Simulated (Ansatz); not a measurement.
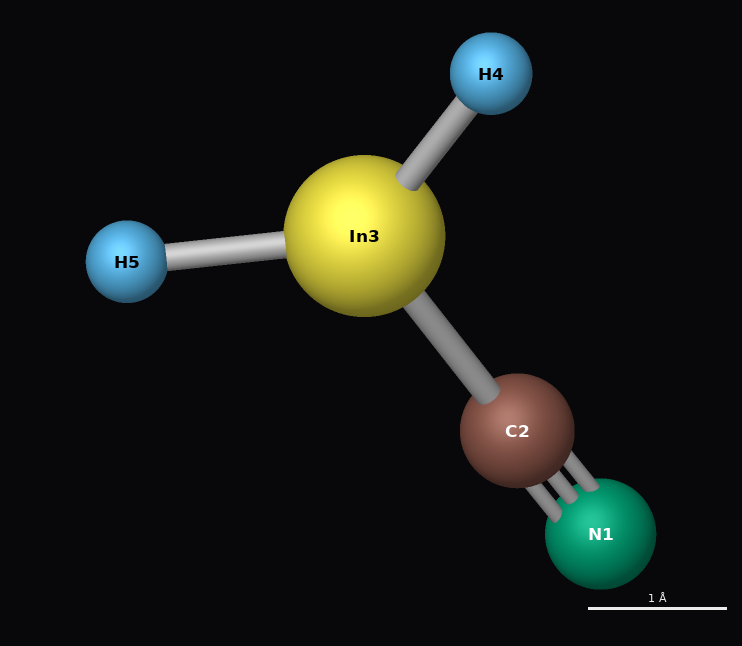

Figure made from data computed with Ansatz.

Orthographic view with a scale bar. Geometry: atoms displaced at random (about 0.015 Å) from a stationary point of GFN2-xTB.

Give an XYZ file in the frame of the picture: x to the right, y up, z towards the viewer, origin at the mean of the atomic positions.

```xyz
5
CH2InN
N    1.31  -1.65  -1.41
C    0.71  -0.90  -0.77
In  -0.41   0.52   0.42
H    0.52   1.70   1.27
H   -2.13   0.33   0.49
```
